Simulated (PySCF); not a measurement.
**NH3S (Thiohydroxylamine): PBE/STO-6G**

Aim: the energy change on altering one bond length of NH3S (Thiohydroxylamine) at PBE/STO-6G, from 2 runs. 

The calculation is run with PySCF 2.14.0.

11 further runs of the same task are left out: 11 set aside as unsound or not needed.

### 1 Starting point

NH3S has 5 atoms, charge 0, and is taken as a singlet. As SMILES, `NS`. The shape is that of a GFN2-xTB optimisation. This is one conformer, not always the lowest.

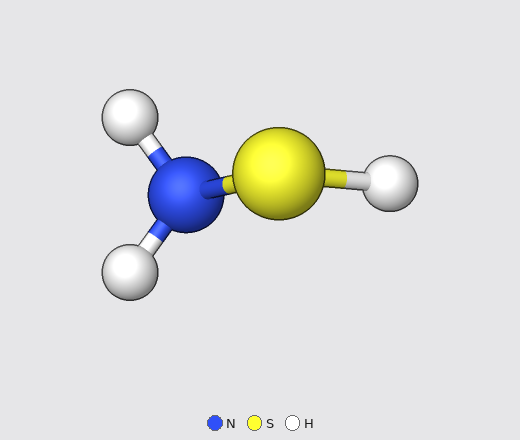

The structure, seen from a chosen angle (nitrogen blue, sulfur yellow, hydrogen white).

### 2 A single-point energy at PBE/STO-6G

File input.py:

```python
from pyscf import gto, dft

mol = gto.Mole()
mol.atom = '''
N     -0.162760    -0.507400    -0.231700
S      0.168270     0.954370     0.610330
H      0.015040    -1.300690     0.375430
H     -1.135990    -0.524720    -0.519210
H      1.115440     1.378440    -0.234860
'''
mol.max_memory = 1860
mol.verbose = 3
mol.basis = 'sto-6g'
mol.spin = 0
mol.build()

ks = dft.RKS(mol)
ks.xc = 'pbe'
ks.conv_tol = 1e-10
ks.grids.level = 5
ks.kernel()
if not ks.converged:
    ks = ks.newton().run(ks.mo_coeff, ks.mo_occ)

etot = ks.e_tot
print('Final energy', etot)
```

Command:

```bash
OMP_NUM_THREADS=1 python input.py
```

Log:

```text
converged SCF energy = -452.849686075045
Final energy -452.84968607504516
```

Run time: 2.4 s. Hardware: 1 thread of Intel Xeon Platinum 8488C (Sapphire Rapids), shared host; peak memory 0.19 GiB.

### 3 The distorted shape, same level

File geometry.xyz:

```xyz
5

N     -0.636346    -0.719435     0.190896
S     -0.305316     0.742335     1.032926
H     -0.458546    -1.512725     0.798026
H     -1.609576    -0.736755    -0.096614
H      1.115440     1.378440    -0.234860
```

File calc.py:

```python
from pyscf import gto, dft

system = gto.M(
    atom='geometry.xyz',
    verbose=3,
    spin=0,
    basis='sto-6g',
    max_memory=1860,
    charge=0,
)

mf = dft.RKS(system)
mf.xc = 'pbe'
mf.grids.level = 5
mf.conv_tol = 1e-10
mf.kernel()
if not mf.converged:
    mf = mf.newton().run(mf.mo_coeff, mf.mo_occ)

e_tot = mf.e_tot
print('E(%s) = %.9f' % ('PBE', e_tot))
```

Command:

```bash
OMP_NUM_THREADS=1 python calc.py
```

Log:

```text
converged SCF energy = -452.77125395088
E(PBE) = -452.771253951
```

It took 2.6 s on 1 thread of Intel Xeon Platinum 8488C (Sapphire Rapids), shared host; peak memory 0.18 GiB.

### 4 Summary of results

Level: PBE/STO-6G.

```
                                                         quantity          value
                                        first shape: total energy  -452.84969 Eh
                                       first shape: dipole moment         0.86 D
                                         first shape: HOMO energy       -2.13 eV
                                         first shape: LUMO energy        4.78 eV
                                       first shape: HOMO–LUMO gap        6.91 eV
                                    distorted shape: total energy  -452.77125 Eh
                                   distorted shape: dipole moment         1.96 D
                                     distorted shape: HOMO energy       -1.93 eV
                                     distorted shape: LUMO energy        0.86 eV
                                   distorted shape: HOMO–LUMO gap        2.80 eV
energy change with the S2–H5 bond stretched from 1.338 to 2.008 Å       2.134 eV
```

One bond (distorted shape) is far stretched, which a spin-restricted single reference describes badly; a broken-symmetry solution may lie lower. With the S2–H5 bond stretched from 1.338 to 2.008 Å the energy rises by 2.13 eV (49 kcal/mol). The first shape isn't relaxed at this level, so the change isn't measured from a minimum. A restricted reference can't describe the breaking bond well at this length. The minimal basis adds a large error of its own. Mulliken charges (first shape) run from -0.50 on N1 to +0.18 on H3; they depend strongly on the basis. Mulliken charges (distorted shape) run from -0.47 on N1 to +0.19 on H3.
